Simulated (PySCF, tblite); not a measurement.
# C₅H₉ClOSi₂: geometry, infrared bands and NMR shifts

Aim: predict the infrared bands and NMR shifts of C₅H₉ClOSi₂ (`[SiH3][C@H](Cl)[SiH2]c1ccco1`).

Programs: tblite 0.8.0 and PySCF 2.14.0, with density-fitted response routines of our own. Each step states its level of theory. These are calculated values for one molecule in the gas phase, unless marked as measured. Atoms count from 0, in the outputs and in this text.

### Step 1. Starting geometry

18 atoms, charge 0, multiplicity 1; geometry from: force field or distance geometry start.

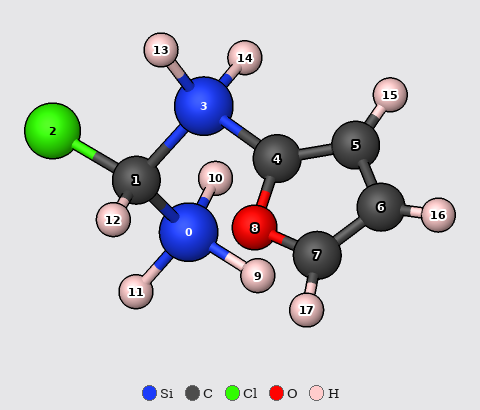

As it starts; silicon blue, carbon dark grey, chlorine green, oxygen red, hydrogen pink, atoms numbered.

### Step 2. Relaxing the molecule with GFN2-xTB

The job: settings as JSON, then the geometry in Å.

```
{"job": {"kind": "relax", "xc": "GFN2-xTB", "basis": "xTB"}, "charge": 0, "multiplicity": 1}
Si    -2.302100     0.494200    -0.947600
C     -1.976400    -0.364100     0.627700
Cl    -3.403600    -0.240200     1.693300
Si    -0.554100     0.476300     1.443300
C      0.996200    -0.018100     0.539800
C      2.203900     0.618000     0.279200
C      3.000300    -0.263200    -0.492300
C      2.245600    -1.388900    -0.666500
O      1.040200    -1.260400    -0.062500
H     -1.174600     0.411600    -1.890800
H     -2.626300     1.936500    -0.751300
H     -3.477900    -0.116900    -1.641100
H     -1.795300    -1.435300     0.499400
H     -0.395500     0.021500     2.860800
H     -0.674000     1.962300     1.480200
H      2.482500     1.610500     0.631800
H      4.001100    -0.099400    -0.860200
H      2.401300    -2.338000    -1.181400
```

Started as:

```bash
$ OMP_NUM_THREADS=1 python probes_run.py task.json out
```

The driver reads the jobs from task.json and runs them one after another.

The log of the run:

```text
step      E/eV     max force
  0    -743.75171    2.980
  1    -743.94822    1.043
  2    -743.99395    0.461
  3    -744.00860    0.390
  4    -744.01860    0.301
  5    -744.02776    0.242
  6    -744.03343    0.209
  7    -744.03761    0.142
  8    -744.04023    0.114
  9    -744.04204    0.128
 10    -744.04356    0.124
 11    -744.04515    0.092
 12    -744.04675    0.106
 13    -744.04836    0.094
 14    -744.05001    0.128
 15    -744.05177    0.123
 16    -744.05359    0.114
 17    -744.05543    0.128
 18    -744.05733    0.155
 19    -744.05909    0.116
 20    -744.06030    0.066
 21    -744.06103    0.065
 22    -744.06165    0.091
 23    -744.06237    0.105
 24    -744.06320    0.074
 25    -744.06395    0.061
 26    -744.06450    0.048
 27    -744.06488    0.056
 28    -744.06515    0.040
 29    -744.06531    0.023
 30    -744.06543    0.027
 31    -744.06553    0.027
 32    -744.06565    0.025
 33    -744.06578    0.023
 34    -744.06588    0.021
 35    -744.06595    0.023
 36    -744.06602    0.023
 37    -744.06611    0.026
 38    -744.06624    0.028
 39    -744.06637    0.033
 40    -744.06649    0.030
 41    -744.06659    0.023
 42    -744.06669    0.023
 43    -744.06682    0.025
 44    -744.06697    0.033
 45    -744.06713    0.030
 46    -744.06730    0.032
 47    -744.06749    0.044
 48    -744.06771    0.054
 49    -744.06793    0.045
 50    -744.06810    0.029
 51    -744.06824    0.030
 52    -744.06838    0.034
 53    -744.06853    0.040
 54    -744.06864    0.027
 55    -744.06870    0.016
 56    -744.06875    0.015
 57    -744.06882    0.024
 58    -744.06890    0.028
 59    -744.06899    0.022
 60    -744.06906    0.024
 61    -744.06915    0.023
 62    -744.06926    0.031
 63    -744.06938    0.031
 64    -744.06948    0.025
 65    -744.06955    0.026
 66    -744.06963    0.024
 67    -744.06977    0.036
 68    -744.07001    0.046
 69    -744.07029    0.045
 70    -744.07047    0.029
 71    -744.07056    0.021
 72    -744.07065    0.024
 73    -744.07077    0.026
 74    -744.07091    0.023
 75    -744.07100    0.018
 76    -744.07104    0.015
 77    -744.07109    0.018
 78    -744.07116    0.025
 79    -744.07127    0.024
 80    -744.07137    0.024
 81    -744.07145    0.024
 82    -744.07151    0.018
 83    -744.07156    0.017
 84    -744.07162    0.023
 85    -744.07169    0.030
 86    -744.07178    0.032
 87    -744.07189    0.024
 88    -744.07199    0.025
 89    -744.07207    0.024
 90    -744.07214    0.026
 91    -744.07224    0.032
 92    -744.07240    0.031
 93    -744.07261    0.030
 94    -744.07278    0.024
 95    -744.07287    0.021
 96    -744.07294    0.019
 97    -744.07305    0.028
 98    -744.07320    0.030
 99    -744.07336    0.021
100    -744.07344    0.018
101    -744.07346    0.018
102    -744.07350    0.009
```

Wall time 1.1 s (1 thread of Arm Neoverse V1, shared host).

The steps of the relaxation: (not every step is listed)

| step | energy from step 0 (eV) | largest force (eV/Å) |
| --- | --- | --- |
| 0 | 0.0000 | 2.9802 |
| 1 | -0.1965 | 1.0429 |
| 2 | -0.2422 | 0.4607 |
| 3 | -0.2569 | 0.3903 |
| 4 | -0.2669 | 0.3006 |
| 5 | -0.2760 | 0.2417 |
| 6 | -0.2817 | 0.2093 |
| 7 | -0.2859 | 0.1417 |
| 8 | -0.2885 | 0.1138 |
| 16 | -0.3019 | 0.1140 |
| 24 | -0.3115 | 0.0737 |
| 32 | -0.3139 | 0.0253 |
| 40 | -0.3148 | 0.0303 |
| 48 | -0.3160 | 0.0538 |
| 56 | -0.3170 | 0.0150 |
| 64 | -0.3178 | 0.0255 |
| 72 | -0.3189 | 0.0241 |
| 80 | -0.3197 | 0.0244 |
| 88 | -0.3203 | 0.0249 |
| 96 | -0.3212 | 0.0190 |
| 97 | -0.3213 | 0.0276 |
| 98 | -0.3215 | 0.0302 |
| 99 | -0.3216 | 0.0213 |
| 100 | -0.3217 | 0.0182 |
| 101 | -0.3217 | 0.0182 |
| 102 | -0.3218 | 0.0093 |

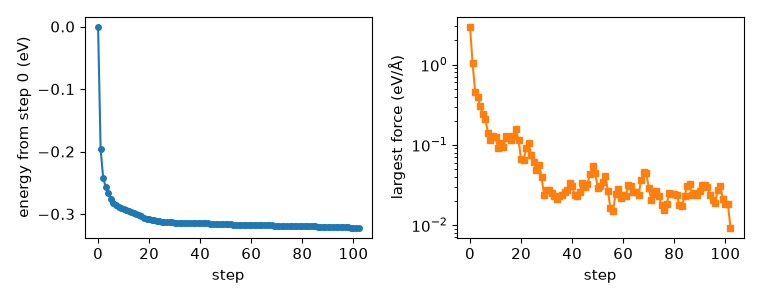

Energy and force, step by step.

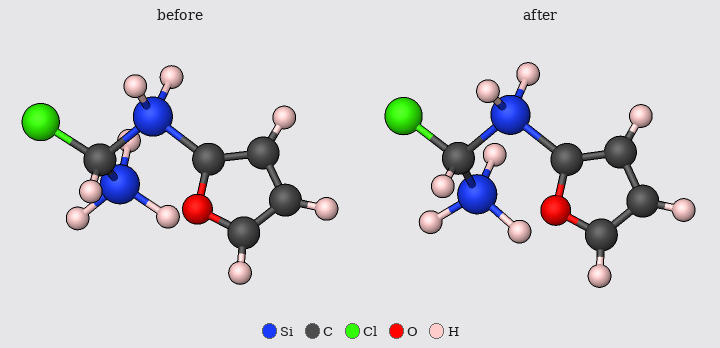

The geometry before (left) and after (right).

Close pairs (by a distance rule), those that changed most:

| bond | before (Å) | after (Å) | change (Å) |
| --- | --- | --- | --- |
| Si0–C1 | 1.823 | 1.911 | +0.088 |
| C1–Si3 | 1.842 | 1.908 | +0.066 |
| Si0–H11 | 1.496 | 1.462 | -0.034 |
| Si0–H10 | 1.491 | 1.461 | -0.030 |
| Si3–H13 | 1.497 | 1.467 | -0.030 |
| Si3–H14 | 1.491 | 1.463 | -0.028 |
| C4–O8 | 1.381 | 1.357 | -0.025 |
| C4–C5 | 1.390 | 1.369 | -0.021 |

The final coordinates are the input of the step that follows.

### Step 3. Vibrational analysis with GFN2-xTB

The job: settings as JSON, then the geometry in Å.

```
{"job": {"kind": "ir", "xc": "GFN2-xTB", "basis": "xTB"}, "charge": 0, "multiplicity": 1}
Si    -2.293151     0.370401    -1.108364
C     -1.970809    -0.266892     0.664081
Cl    -3.434680     0.143268     1.630002
Si    -0.470439     0.436353     1.609889
C      1.033113     0.003678     0.583656
C      2.238430     0.618330     0.375803
C      2.969295    -0.199936    -0.512906
C      2.158725    -1.259876    -0.785222
O      0.996012    -1.148335    -0.131901
H     -1.163486    -0.017779    -1.952298
H     -2.425614     1.823998    -1.044381
H     -3.529145    -0.241205    -1.593976
H     -1.929516    -1.356192     0.664624
H     -0.407757    -0.185056     2.937515
H     -0.582827     1.891256     1.717862
H      2.554434     1.543880     0.811489
H      3.953897    -0.026635    -0.896810
H      2.294757    -2.122941    -1.407380
```

The log of the run:

```text
mode    cm-1     km/mol
  1      17.9      0.10
  2      34.1      0.64
  3      52.3      0.58
  4     117.3      0.08
  5     143.5      0.93
  6     156.5      0.83
  7     167.9      1.82
  8     213.9      1.22
  9     237.1      4.95
 10     454.4     29.80
 11     471.8     28.35
 12     502.6     10.00
 13     530.8     19.47
 14     547.5     21.12
 15     587.8      5.18
 16     622.3      5.29
 17     642.9     87.52
 18     692.9    280.34
 19     751.9    260.91
 20     763.8    201.24
 21     768.4    120.69
 22     772.6     23.11
 23     784.1    423.49
 24     787.3    156.52
 25     824.7      6.43
 26     835.2     50.35
 27     849.9      0.23
 28     860.3      0.73
 29     910.5      8.41
 30    1040.2     31.85
 31    1072.1     57.40
 32    1093.5      8.47
 33    1115.9     12.51
 34    1145.4      2.56
 35    1187.0     71.42
 36    1216.5      4.04
 37    1365.5      6.02
 38    1438.7     25.90
 39    1557.6     23.26
 40    2234.2    266.70
 41    2270.2     62.97
 42    2274.2    363.76
 43    2281.7    226.77
 44    2290.2    350.73
 45    2948.9     12.45
 46    3161.1      4.67
 47    3178.2     21.93
 48    3187.9     22.32
```

It took 1 s on 1 thread of Arm Neoverse V1, shared host.

The strongest bands and the atoms that carry them (share of the mass-weighted mode):

| cm⁻¹ | km/mol | atoms |
| --- | --- | --- |
| 693 | 280.3 | H14 35 %, H13 34 %, C1 10 % |
| 752 | 260.9 | C1 52 % |
| 764 | 201.2 | H9 51 %, H10 39 % |
| 784 | 423.5 | H11 35 %, H9 31 %, H10 13 % |
| 2234 | 266.7 | H13 94 % |
| 2274 | 363.8 | H9 77 %, H14 11 % |
| 2282 | 226.8 | H11 90 % |
| 2290 | 350.7 | H10 90 % |

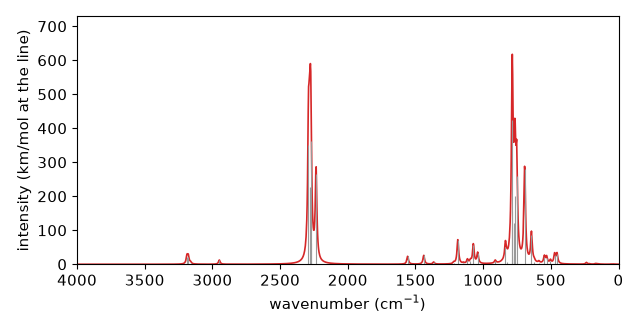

The infrared spectrum from these modes, unscaled. Lines are broadened to a width of 14 cm⁻¹ (Lorentzian).

### Step 4. Nuclear shieldings: PBE0/pcSseg-1

Same as in step 3 but for these lines:

```diff
@@ -1,2 +1,2 @@
-{"job": {"kind": "ir", "xc": "GFN2-xTB", "basis": "xTB"}, "charge": 0, "multiplicity": 1}
+{"job": {"kind": "nmr", "xc": "PBE0", "basis": "pcSseg-1"}, "charge": 0, "multiplicity": 1}
 Si    -2.293151     0.370401    -1.108364
```

Method: GIAO PBE0/pcSseg-1 NMR shielding, non-relativistic, gas phase.

The log of the run:

```text
coarse grid: 16968 points
cycle   1  E = -1309.4411975674  dE =  1.237e+00  |g| = 4.408e-01  |ddm| = 4.000e+00
cycle   2  E = -1309.4334328058  dE =  7.765e-03  |g| = 5.101e-01  |ddm| = 7.848e-01
cycle   3  E = -1309.4843874518  dE = -5.095e-02  |g| = 8.102e-02  |ddm| = 3.796e-01
cycle   4  E = -1309.4853626667  dE = -9.752e-04  |g| = 3.343e-02  |ddm| = 6.527e-02
cycle   5  E = -1309.4855556898  dE = -1.930e-04  |g| = 1.299e-02  |ddm| = 3.439e-02
cycle   6  E = -1309.4855916219  dE = -3.593e-05  |g| = 4.607e-03  |ddm| = 1.489e-02
cycle   7  E = -1309.4855967935  dE = -5.172e-06  |g| = 6.454e-04  |ddm| = 4.451e-03
final grid: 151200 points
cycle   8  E = -1309.5468481801  dE = -2.478e-05  |g| = 1.147e-02  |ddm| = 2.933e-02
cycle   9  E = -1309.5468097460  dE =  3.843e-05  |g| = 1.823e-02  |ddm| = 1.830e-02
cycle  10  E = -1309.5468724545  dE = -6.271e-05  |g| = 2.276e-03  |ddm| = 1.187e-02
cycle  11  E = -1309.5468735982  dE = -1.144e-06  |g| = 5.075e-04  |ddm| = 2.386e-03
cycle  12  E = -1309.5468736535  dE = -5.534e-08  |g| = 1.609e-04  |ddm| = 5.612e-04
cycle  13  E = -1309.5468736599  dE = -6.431e-09  |g| = 2.995e-05  |ddm| = 1.680e-04
cycle  14  E = -1309.5468736601  dE = -1.705e-10  |g| = 1.557e-05  |ddm| = 4.195e-05
converged SCF energy = -1309.5468736601

GIAO shielding tensors (ppm)
atom      isotropic    diamagn.    paramagn.     s11        s22        s33       span
  0 Si     412.209     879.840    -467.631    378.558    394.205    463.864     85.306
  1 C      161.802     254.402     -92.600    136.599    140.945    207.862     71.263
  2 Cl     897.375    1144.497    -247.122    785.681    807.235   1099.210    313.529
  3 Si     400.687     880.828    -480.141    363.584    392.908    445.570     81.986
  4 C       33.184     257.974    -224.790    -43.142     32.932    109.763    152.905
  5 C       56.867     255.418    -198.551    -44.098     57.619    157.081    201.179
  6 C       69.586     259.160    -189.573    -19.071     64.772    163.057    182.129
  7 C       33.385     250.268    -216.883    -45.713     37.727    108.140    153.853
  8 O       17.461     398.326    -380.865   -130.049    -79.299    261.732    391.781
  9 H       27.915      30.479      -2.564     22.885     28.477     32.384      9.499
 10 H       27.896      29.416      -1.520     24.777     26.225     32.686      7.910
 11 H       27.578      29.059      -1.481     23.976     25.448     33.310      9.334
 12 H       28.380      31.594      -3.214     22.570     27.592     34.977     12.407
 13 H       26.666      28.457      -1.792     22.965     25.433     31.599      8.633
 14 H       27.069      29.648      -2.579     23.391     26.322     31.495      8.104
 15 H       24.596      32.701      -8.104     22.484     23.720     27.585      5.101
 16 H       24.968      31.095      -6.128     22.996     25.539     26.369      3.373
 17 H       23.901      29.958      -6.057     20.991     24.433     26.278      5.287
```

Run time: 83 s. Hardware: 1 thread of Arm Neoverse V1, shared host; peak memory 1 GiB.

Shifts follow as δ = σ(reference) − σ, with reference shieldings (ppm) from runs at the same level and on the same kind of geometry: ¹H TMS 31.72, ¹³C TMS 186.9, ²⁹Si TMS 349.2, ¹⁷O H2O 336.1, ³⁵Cl HCl 950. The references are single molecules in the gas phase, so shifts against H2O, NH3, PH3, H3PO4 or CFCl3 are not on the usual liquid scales and can be off by tens of ppm. Atoms listed in one row are averaged.

| atoms | environment | σ (ppm) | δ (ppm) | δ scaled to CDCl3 |
| --- | --- | --- | --- | --- |
| C4 | substituted aromatic carbon next to the ring oxygen | 33.2 | 153.7 | 148.1 |
| C7 | aromatic CH next to the ring oxygen | 33.4 | 153.5 | 147.9 |
| C5 | aromatic CH | 56.9 | 130.1 | 125.0 |
| C6 | aromatic CH | 69.6 | 117.3 | 112.6 |
| C1 | sp3 CH bonded to Cl and 2 Si | 161.8 | 25.1 | 22.6 |
| H17 | hydrogen on an aromatic CH next to the ring oxygen | 23.90 | 7.82 | 7.47 |
| H15 | hydrogen on an aromatic CH | 24.60 | 7.12 | 6.82 |
| H16 | hydrogen on an aromatic CH | 24.97 | 6.75 | 6.47 |
| H13 | hydrogen on a silicon bonded to 2 C | 26.67 | 5.05 | – |
| H14 | hydrogen on a silicon bonded to 2 C | 27.07 | 4.65 | – |
| H9, H10, H11 | hydrogen on a silicon bonded to C | 27.80 | 3.92 | – |
| H12 | hydrogen on an sp3 CH bonded to Cl and 2 Si | 28.38 | 3.34 | 3.25 |
| Si3 | silicon bonded to 2 C, 2 H | 400.7 | -51.5 | – |
| Si0 | silicon bonded to C, 3 H | 412.2 | -63.1 | – |
| Cl2 | chlorine bonded to C | 897 | 52 | – |
| O8 | aromatic ring oxygen | 17.5 | 318.6 | – |

The scaled column applies a straight-line fit of computed shieldings to shifts measured in CDCl3, with any fitted terms for Cl, Br or S neighbours (root-mean-square error 0.16 ppm for H, 1.9 ppm for C).

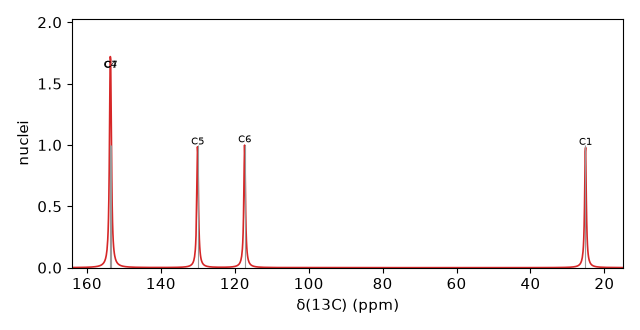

¹³C lines at the computed shifts, without couplings. Lines are broadened to a width of 0.51 ppm (Lorentzian).

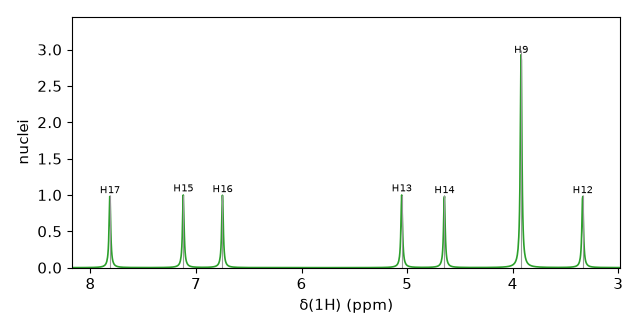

¹H lines at the computed shifts, without couplings. Lines are broadened to a width of 0.02 ppm (Lorentzian).

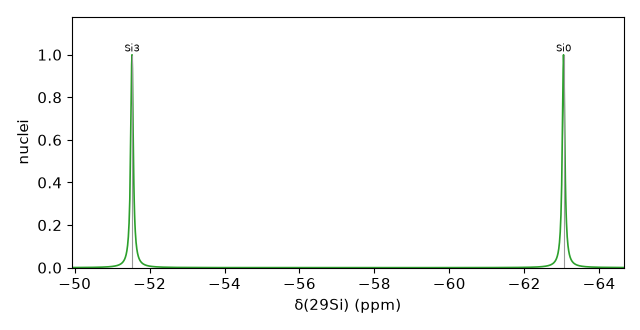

²⁹Si lines at the computed shifts, without couplings. Lines are broadened to a width of 0.08 ppm (Lorentzian).

Charges from the same density, by scheme (e):

| atoms | Mulliken | IAO | Hirshfeld | ESP fit |
| --- | --- | --- | --- | --- |
| Si0 | 0.55 | 0.61 | 0.30 | 0.29 |
| C1 | -0.77 | -0.64 | -0.17 | -0.47 |
| Cl2 | -0.14 | -0.10 | -0.06 | -0.09 |
| Si3 | 0.77 | 0.78 | 0.32 | 0.30 |
| C4 | -0.10 | -0.14 | -0.05 | 0.03 |
| C5 | -0.13 | -0.20 | -0.08 | -0.21 |
| C6 | -0.16 | -0.22 | -0.09 | -0.23 |
| C7 | 0.17 | 0.01 | 0.01 | -0.10 |
| O8 | -0.38 | -0.23 | -0.05 | -0.10 |

Hirshfeld charges:

Si0 0.30; C1 -0.17; Cl2 -0.06; Si3 0.32; C4 -0.05; C5 -0.08; C6 -0.09; C7 0.01; O8 -0.05; H9 -0.08; H10 -0.07; H11 -0.07; H12 0.04; H13 -0.07; H14 -0.07; H15 0.06; H16 0.06; H17 0.07

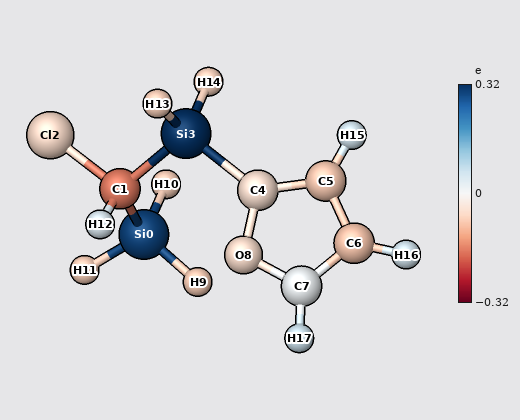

Hirshfeld charges, as colours on the atoms.

Mayer bond orders: Si0–C1 0.83, C1–Cl2 0.95, C1–Si3 0.83, Si3–C4 0.85, C4–C5 1.56, C5–C6 1.28, C6–C7 1.58, C7–O8 1.10, O8–C4 1.01.

Ring of atoms C4, C5, C6, C7, O8: NICS(0) -12.1, NICS(1) -10.9, NICS(1)zz -28.1 ppm (means of both faces).

Orbitals, density, ELF and potential are computed afterwards from the orbital file.

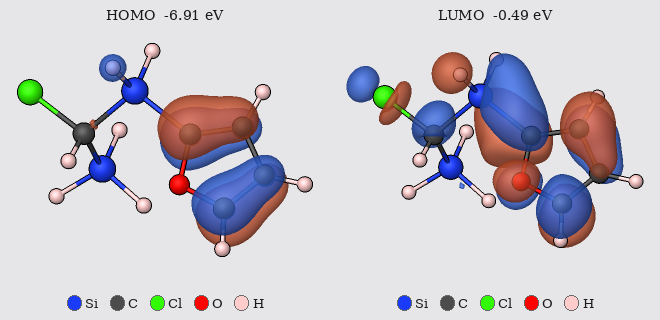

PBE0/pcSseg-1 orbitals near the gap, drawn at the value that encloses 70 % of each; the two colours are the two signs.

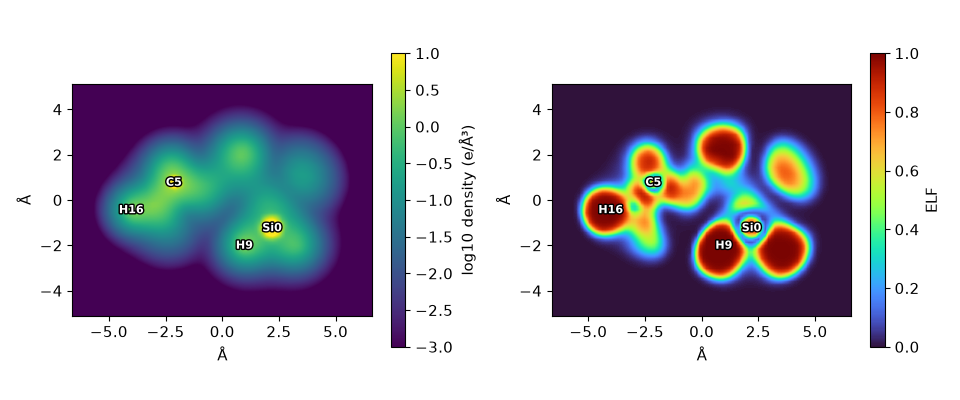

Density (left) and ELF (right) in a plane through or near 4 of the atoms.

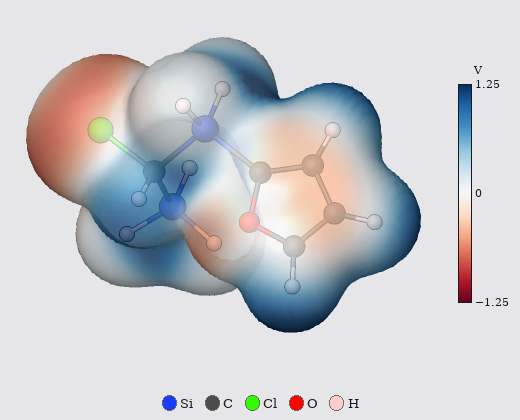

Electrostatic potential on the surface of density 0.002 e/bohr³; red is low, blue high. It runs from -0.70 V near Cl2 to 1.25 V near H17.

### Step 5. Results

```
                                                              quantity                                         value
                             strongest single infrared mode (GFN2-xTB)                          784 cm⁻¹, 423 km/mol
                                          zero-point energy (GFN2-xTB)                                 73.1 kcal/mol
                                ¹³C shifts against TMS (PBE0/pcSseg-1)          153.7, 153.5, 130.1, 117.3, 25.1 ppm
¹H shifts against TMS (PBE0/pcSseg-1, means over atoms taken as alike)  7.82, 7.12, 6.75, 5.05, 4.65, 3.92, 3.34 ppm
                               ²⁹Si shifts against TMS (PBE0/pcSseg-1)                              -51.5, -63.1 ppm
                               ³⁵Cl shifts against HCl (PBE0/pcSseg-1)                                        52 ppm
                                ¹⁷O shifts against H2O (PBE0/pcSseg-1)                                     318.6 ppm
                                 surface potential, least and greatest                            -0.70 V and 1.25 V
```

Relaxing lowered the energy by 0.322 eV in 102 steps; the close pair that moved most is Si0–C1, from 1.823 to 1.911 Å. No mode is imaginary among the 48: a minimum at this level. Unscaled tight-binding wavenumbers are off by several per cent, some by more. Its intensities can rank the bands wrongly. At PBE0/pcSseg-1: The largest span, 392 ppm, is at O8, where the paramagnetic term is -381 ppm. NICS(1)zz of -28 ppm above the planar ring from C4 marks a diatropic (aromatic) ring current. At PBE0/pcSseg-1, counted by nearest atom on the grid, the HOMO lies on C4, C7 about 30 % each; C5, C6 about 12 % each, the LUMO on C4 19 %; C7 15 %.
